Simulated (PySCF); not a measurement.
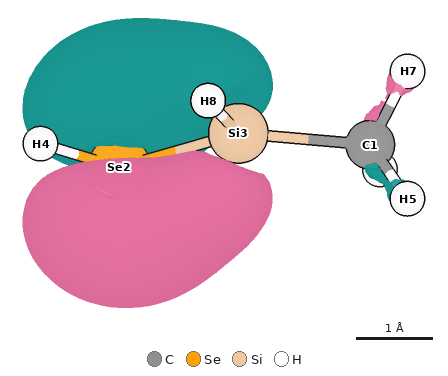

Figure 1: CH₅SeSi (SMILES C[SiH]=[SeH+]) (charge +1). One frontier orbital at ±0.1 Å⁻³ᐟ² (teal and pink are the two phases), seen from one side.

Geometry: PBE0-D4/def2-SVP.

All numbers below come from Gaussian-basis quantum chemistry of an isolated molecule with PySCF, energy and nuclear gradient, functional PBE0 (PySCF).

| atom | x (Å) | y (Å) | z (Å) |
| --- | --- | --- | --- |
| C | -1.7693 | 0.0244 | -0.4652 |
| Se | 1.3210 | -1.5124 | 0.0353 |
| Si | -0.0828 | 0.1402 | 0.2268 |
| H | 2.3741 | -0.7728 | 0.7604 |
| H | -1.9162 | 0.8436 | -1.1920 |
| H | -1.9592 | -0.9412 | -0.9555 |
| H | -2.5018 | 0.1770 | 0.3478 |
| H | 0.3842 | 1.3533 | 0.9364 |

> Which orbital is it: HOMO or LUMO?

The HOMO, at −13.51 eV. Its weight (Hirshfeld) is mainly on Se2 (about 75 %) and Si3 (about 20 %).
